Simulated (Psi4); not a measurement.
Run report: InCl, frequency calculation (part 2 of 3)

The same run, continued: InCl, SMILES [Cl][In]; BLYP/def2-SVP, RKS, dispersion D4, core potentials def2 (Psi4 1.11). The geometry was optimised with BLYP/def2-SVP.

Geometry of the input (Å):
```
Cl 0.0000  0.0000  -0.0640
In 0.0000  0.0000  2.4051
```

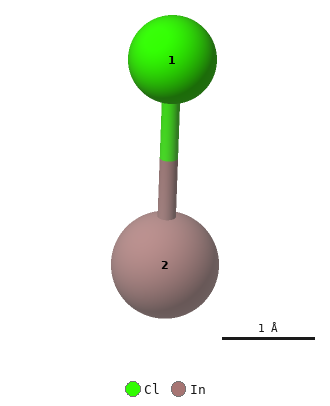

**Figure 1.** The structure (ball-and-stick view, seen at an oblique angle; atoms are numbered from 1 in the order of the input). Sticks mark near contacts.

### What the program printed, continued
```
   @DF-RKS iter SAD:  -649.24714389814119   -6.49247e+02   0.00000e+00
   @DF-RKS iter   1:  -650.14805128429555   -9.00907e-01   1.50853e-02 DIIS/ADIIS
   @DF-RKS iter   2:  -649.78227987870457    3.65771e-01   3.17441e-02 DIIS/ADIIS
   @DF-RKS iter   3:  -650.20602263362241   -4.23743e-01   7.35069e-03 DIIS/ADIIS
   @DF-RKS iter   4:  -650.22746651926309   -2.14439e-02   2.26425e-03 DIIS/ADIIS
   @DF-RKS iter   5:  -650.22923653975306   -1.77002e-03   4.54853e-04 DIIS/ADIIS
   @DF-RKS iter   6:  -650.22936820003190   -1.31660e-04   9.65969e-05 DIIS
   @DF-RKS iter   7:  -650.22937319514460   -4.99511e-06   1.03708e-05 DIIS
   @DF-RKS iter   8:  -650.22937323729991   -4.21553e-08   1.57548e-06 DIIS
   @DF-RKS iter   9:  -650.22937323884605   -1.54614e-09   1.35001e-07 DIIS
   @DF-RKS iter  10:  -650.22937323885424   -8.18545e-12   1.13415e-08 DIIS
   @DF-RKS iter  11:  -650.22937323885458   -3.41061e-13   2.55892e-10 DIIS
  Energy and wave function converged.

  ==> Post-Iterations <==

   Electrons on quadrature grid:
      Ntotal   =   37.9999992785 ; deviation = -7.215e-07

    Final Occupation by Irrep:
             A1    A2    B1    B2
    DOCC [    10,    1,    4,    4 ]
    NA   [    10,    1,    4,    4 ]
    NB   [    10,    1,    4,    4 ]

  @DF-RKS Final Energy:  -650.22937323885458

   => Energetics <=

    Nuclear Repulsion Energy =             76.4937939247165559
    One-Electron Energy =               -1123.7038366301835595
    Two-Electron Energy =                 441.9126271520052569
    DFT Exchange-Correlation Energy =     -44.9285624336234619
    Empirical Dispersion Energy =          -0.0033952517692994
    VV10 Nonlocal Energy =                  0.0000000000000000
    Total Energy =                       -650.2293732388545777

Computation Completed

Properties will be evaluated at   0.000000,   0.000000,   0.000000 [a0]

Properties computed using the SCF density matrix

 Multipole Moments:

 ------------------------------------------------------------------------------------
     Multipole            Electronic (a.u.)      Nuclear  (a.u.)        Total (a.u.)
 ------------------------------------------------------------------------------------

 L = 1.  Multiply by 2.5417464519 to convert [e a0] to [Debye]
 Dipole X            :          0.0000000            0.0000000            0.0000000
 Dipole Y            :          0.0000000            0.0000000            0.0000000
 Dipole Z            :         39.1427862          -37.9603523            1.1824338
 Magnitude           :                                                    1.1824338

 ------------------------------------------------------------------------------------

	total time  =          1 seconds =       0.02 minutes

         ------------------------------------------------------------
                                   SCF GRAD
         ------------------------------------------------------------

  ==> Geometry <==

    Molecular point group: c2v
    Full point group: C_inf_v

    Geometry (in Bohr), charge = 0, multiplicity = 1:

       Center              X                  Y                   Z               Mass
    ------------   -----------------  -----------------  -----------------  -----------------
         CL           0.000000000000     0.000000000000    -3.578113243484    34.968852682000
         IN           0.000000000000     0.000000000000     1.088932038011   114.903878776000

  Nuclear repulsion =   76.493793924716556

   => Molecular Quadrature <=

    Radial Scheme          =       TREUTLER
    Pruning Scheme         =           NONE
    Nuclear Scheme         =       TREUTLER

    Blocking Scheme        =         OCTREE
    BS radius alpha        =              1
    Pruning alpha          =              1
    Radial Points          =             75
    Spherical Points       =            302
    Total Points           =          42414
    Total Blocks           =            412
    Max Points             =            256
    Max Functions          =             44
    Weights Tolerance      =       1.00E-15

  -Total Gradient:
     Atom            X                  Y                   Z
    ------   -----------------  -----------------  -----------------
       1        0.000000000000    -0.000000000000    -0.000020971708
       2       -0.000000000000     0.000000000000     0.000115670039

	total time  =          0 seconds =       0.00 minutes

    Psi4 run time: 0:00:01.76

    -----------------------------------------------------------------------
                               Psi4 1.11 release

    h
    h
    h

    -----------------------------------------------------------------------

    Memory:     1.5 GiB
    Threads:    1
                ecpint, einsums, f̶o̶r̶t̶e̶, gauxc, gcp, g̶d̶m̶a̶, geometric, g̶p̶u̶_̶d̶f̶c̶c̶,
                i̶n̶t̶e̶g̶r̶a̶t̶o̶r̶x̶x̶, i̶p̶i̶, libefp, m̶d̶i̶, m̶p̶2̶d̶, m̶r̶c̶c̶, ooo,
                o̶p̶e̶n̶f̶e̶r̶m̶i̶o̶n̶p̶s̶i̶4̶, pcmsolver, p̶s̶i̶4̶f̶o̶c̶k̶c̶i̶, p̶s̶i̶x̶a̶s̶,
                p̶y̶e̶i̶n̶s̶u̶m̶s̶, r̶e̶s̶p̶, s̶i̶m̶i̶n̶t̶, s̶n̶s̶m̶p̶2̶,
                v̶2̶r̶d̶m̶_̶c̶a̶s̶s̶c̶f̶

gradient() will perform analytic gradient computation.

  ==> Geometry <==

    Molecular point group: c2v
    Full point group: C_inf_v

    Geometry (in Bohr), charge = 0, multiplicity = 1:

       Center              X                  Y                   Z               Mass
    ------------   -----------------  -----------------  -----------------  -----------------
         CL           0.000000000000     0.000000000000    -3.576632549398    34.968852682000
         IN           0.000000000000     0.000000000000     1.088481416379   114.903878776000

  Running in c2v symmetry.

  Rotational constants: A = ************  B =      0.10318  C =      0.10318 [cm^-1]
  Rotational constants: A = ************  B =   3093.12142  C =   3093.12142 [MHz]
  Nuclear repulsion =   76.525461675508893

  Charge       = 0
  Multiplicity = 1
  Electrons    = 38
  Nalpha       = 19
  Nbeta        = 19

   => Auxiliary Basis Set <=

  Basis Set: (DEF2-SVP AUX)
    Blend: DEF2-UNIVERSAL-JKFIT
    Number of shells: 84
    Number of basis functions: 346
    Number of Cartesian functions: 464
    Spherical Harmonics?: true
    Max angular momentum: 5

  Cached 100.0% of DFT collocation blocks in 0.045 [GiB].

  Minimum eigenvalue in the overlap matrix is 3.6346262526E-02.
  Reciprocal condition number of the overlap matrix is 1.1707575170E-02.
    Using symmetric orthogonalization.

  ==> Iterations <==

                           Total Energy        Delta E     RMS |[F,P]|

   @DF-RKS iter SAD:  -649.24593633519316   -6.49246e+02   0.00000e+00
   @DF-RKS iter   1:  -650.14691489617576   -9.00979e-01   1.51766e-02 DIIS/ADIIS
   @DF-RKS iter   2:  -649.76157194843915    3.85343e-01   3.24466e-02 DIIS/ADIIS
   @DF-RKS iter   3:  -650.20606801655561   -4.44496e-01   7.39151e-03 DIIS/ADIIS
   @DF-RKS iter   4:  -650.22728278284023   -2.12148e-02   2.35742e-03 DIIS/ADIIS
   @DF-RKS iter   5:  -650.22923753402370   -1.95475e-03   4.53100e-04 DIIS/ADIIS
   @DF-RKS iter   6:  -650.22936829388095   -1.30760e-04   9.63352e-05 DIIS
   @DF-RKS iter   7:  -650.22937323434269   -4.94046e-06   1.05690e-05 DIIS
   @DF-RKS iter   8:  -650.22937327895932   -4.46166e-08   1.58226e-06 DIIS
   @DF-RKS iter   9:  -650.22937328051273   -1.55342e-09   1.33393e-07 DIIS
   @DF-RKS iter  10:  -650.22937328052024   -7.50333e-12   1.11982e-08 DIIS
   @DF-RKS iter  11:  -650.22937328052035   -1.13687e-13   2.65956e-10 DIIS
  Energy and wave function converged.

  ==> Post-Iterations <==

   Electrons on quadrature grid:
      Ntotal   =   37.9999992661 ; deviation = -7.339e-07

    Final Occupation by Irrep:
             A1    A2    B1    B2
    DOCC [    10,    1,    4,    4 ]
    NA   [    10,    1,    4,    4 ]
    NB   [    10,    1,    4,    4 ]

  @DF-RKS Final Energy:  -650.22937328052035

   => Energetics <=

    Nuclear Repulsion Energy =             76.5254616755088932
    One-Electron Energy =               -1123.7663009825571407
    Two-Electron Energy =                 441.9435492412204098
    DFT Exchange-Correlation Energy =     -44.9286877755081449
    Empirical Dispersion Energy =          -0.0033954391843932
    VV10 Nonlocal Energy =                  0.0000000000000000
    Total Energy =                       -650.2293732805203490

Computation Completed

Properties will be evaluated at   0.000000,   0.000000,   0.000000 [a0]

Properties computed using the SCF density matrix

 Multipole Moments:

 ------------------------------------------------------------------------------------
     Multipole            Electronic (a.u.)      Nuclear  (a.u.)        Total (a.u.)
 ------------------------------------------------------------------------------------

 L = 1.  Multiply by 2.5417464519 to convert [e a0] to [Debye]
 Dipole X            :          0.0000000            0.0000000            0.0000000
 Dipole Y            :          0.0000000            0.0000000            0.0000000
 Dipole Z            :         39.1247850          -37.9446436            1.1801414
 Magnitude           :                                                    1.1801414

 ------------------------------------------------------------------------------------

	total time  =          2 seconds =       0.03 minutes

         ------------------------------------------------------------
                                   SCF GRAD
         ------------------------------------------------------------

  ==> Geometry <==

    Molecular point group: c2v
    Full point group: C_inf_v

    Geometry (in Bohr), charge = 0, multiplicity = 1:

       Center              X                  Y                   Z               Mass
    ------------   -----------------  -----------------  -----------------  -----------------
         CL           0.000000000000     0.000000000000    -3.576632549398    34.968852682000
         IN           0.000000000000     0.000000000000     1.088481416379   114.903878776000

  Nuclear repulsion =   76.525461675508893

   => Molecular Quadrature <=

    Radial Scheme          =       TREUTLER
    Pruning Scheme         =           NONE
    Nuclear Scheme         =       TREUTLER

    Blocking Scheme        =         OCTREE
    BS radius alpha        =              1
    Pruning alpha          =              1
    Radial Points          =             75
    Spherical Points       =            302
    Total Points           =          42414
    Total Blocks           =            412
    Max Points             =            256
    Max Functions          =             44
    Weights Tolerance      =       1.00E-15

  -Total Gradient:
     Atom            X                  Y                   Z
    ------   -----------------  -----------------  -----------------
       1        0.000000000000     0.000000000000     0.000164699305
       2        0.000000000000    -0.000000000000    -0.000070300566

	total time  =          0 seconds =       0.00 minutes

    Psi4 run time: 0:00:01.70

    -----------------------------------------------------------------------
                               Psi4 1.11 release

    h
    h
    h

    -----------------------------------------------------------------------

    Memory:     1.5 GiB
    Threads:    1
                ecpint, einsums, f̶o̶r̶t̶e̶, gauxc, gcp, g̶d̶m̶a̶, geometric, g̶p̶u̶_̶d̶f̶c̶c̶,
                i̶n̶t̶e̶g̶r̶a̶t̶o̶r̶x̶x̶, i̶p̶i̶, libefp, m̶d̶i̶, m̶p̶2̶d̶, m̶r̶c̶c̶, ooo,
                o̶p̶e̶n̶f̶e̶r̶m̶i̶o̶n̶p̶s̶i̶4̶, pcmsolver, p̶s̶i̶4̶f̶o̶c̶k̶c̶i̶, p̶s̶i̶x̶a̶s̶,
                p̶y̶e̶i̶n̶s̶u̶m̶s̶, r̶e̶s̶p̶, s̶i̶m̶i̶n̶t̶, s̶n̶s̶m̶p̶2̶,
                v̶2̶r̶d̶m̶_̶c̶a̶s̶s̶c̶f̶

gradient() will perform analytic gradient computation.

  ==> Geometry <==

    Molecular point group: cs
    Full point group: C_inf_v

    Geometry (in Bohr), charge = 0, multiplicity = 1:

       Center              X                  Y                   Z               Mass
    ------------   -----------------  -----------------  -----------------  -----------------
         CL          -0.000740347043     0.000000000000    -3.577372896441    34.968852682000
         IN           0.000225310816     0.000000000000     1.088706727195   114.903878776000

  Running in cs symmetry.

  Rotational constants: A = ************  B =      0.10313  C =      0.10313 [cm^-1]
  Rotational constants: A = ************  B =   3091.84116  C =   3091.84116 [MHz]
  Nuclear repulsion =   76.509622884817531

  Charge       = 0
  Multiplicity = 1
  Electrons    = 38
  Nalpha       = 19
  Nbeta        = 19

   => Molecular Quadrature <=

    Radial Scheme          =       TREUTLER
    Pruning Scheme         =           NONE
    Nuclear Scheme         =       TREUTLER

    Blocking Scheme        =         OCTREE
    BS radius alpha        =              1
    Pruning alpha          =              1
    Radial Points          =             75
    Spherical Points       =            302
    Total Points           =          42414
    Total Blocks           =            413
    Max Points             =            256
    Max Functions          =             44
    Weights Tolerance      =       1.00E-15

   => Auxiliary Basis Set <=

  Basis Set: (DEF2-SVP AUX)
    Blend: DEF2-UNIVERSAL-JKFIT
    Number of shells: 84
    Number of basis functions: 346
    Number of Cartesian functions: 464
    Spherical Harmonics?: true
    Max angular momentum: 5

  Cached 100.0% of DFT collocation blocks in 0.045 [GiB].

  Minimum eigenvalue in the overlap matrix is 3.6346270290E-02.
  Reciprocal condition number of the overlap matrix is 1.1708831306E-02.
    Using symmetric orthogonalization.

  ==> Pre-Iterations <==

  SCF Guess: Superposition of Atomic Densities via on-the-fly atomic UHF (no occupation information).

   -------------------------
    Irrep   Nso     Nmo
   -------------------------
     A'        31      31
     A"        13      13
   -------------------------
    Total      44      44
   -------------------------

  ==> Iterations <==

                           Total Energy        Delta E     RMS |[F,P]|

   @DF-RKS iter SAD:  -649.23964765013159   -6.49240e+02   0.00000e+00
   @DF-RKS iter   1:  -650.14257175260457   -9.02924e-01   1.17700e-02 DIIS/ADIIS
   @DF-RKS iter   2:  -649.66928723027650    4.73285e-01   2.68465e-02 DIIS/ADIIS
   @DF-RKS iter   3:  -650.20375851361359   -5.34471e-01   5.87288e-03 DIIS/ADIIS
   @DF-RKS iter   4:  -650.22691348517651   -2.31550e-02   1.93191e-03 DIIS/ADIIS
   @DF-RKS iter   5:  -650.22920142409362   -2.28794e-03   3.87419e-04 DIIS/ADIIS
   @DF-RKS iter   6:  -650.22936746525181   -1.66041e-04   7.95022e-05 DIIS
   @DF-RKS iter   7:  -650.22937324593920   -5.78069e-06   9.01983e-06 DIIS
   @DF-RKS iter   8:  -650.22937330202944   -5.60902e-08   1.33166e-06 DIIS
   @DF-RKS iter   9:  -650.22937330391176   -1.88231e-09   1.08938e-07 DIIS
   @DF-RKS iter  10:  -650.22937330392051   -8.75389e-12   9.35398e-09 DIIS
  Energy and wave function converged.

  ==> Post-Iterations <==
```
